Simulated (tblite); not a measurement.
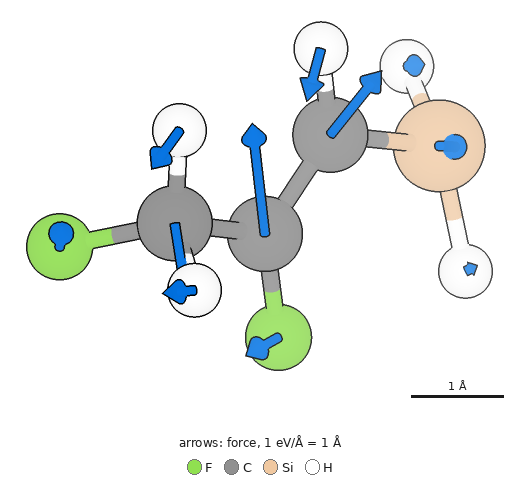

Starting geometry of C3H5F2Si (multiplicity 2) with the computed forces as blue arrows. A ball-and-stick model, seen from a free direction.

The calculation used tblite, GFN2-xTB geometry optimisation, gas phase. 

What follows when this structure is relaxed?

It isn't relaxed: the largest force vector, on a C atom, is 1.66 eV/Å. The final displacements have little in common with the starting forces (cosine between the two patterns 0.25). The energy falls by 0.470 eV in 91 geometry steps. The atom that moves furthest after the best rigid fit is an H atom (0.85 Å). By element the largest moves are H 0.85 Å, F 0.79 Å, C 0.38 Å, Si 0.35 Å. Near-neighbour distances that change, for instance: C–F 1.343 → 1.368 Å, C–C 1.330 → 1.352 Å, H–Si 1.468 → 1.448 Å, C–C 1.509 → 1.491 Å. Bond angles that change, for instance: C–C–C 117.0° → 127.5°, C–C–F 122.5° → 113.3°, C–Si–H 113.6° → 122.1°. Groups turn about C–C by about 65°. Cost: 0.71 s on 1 thread of Intel(R) Xeon(R) Platinum 8259CL CPU @ 2.50GHz, on a shared host.
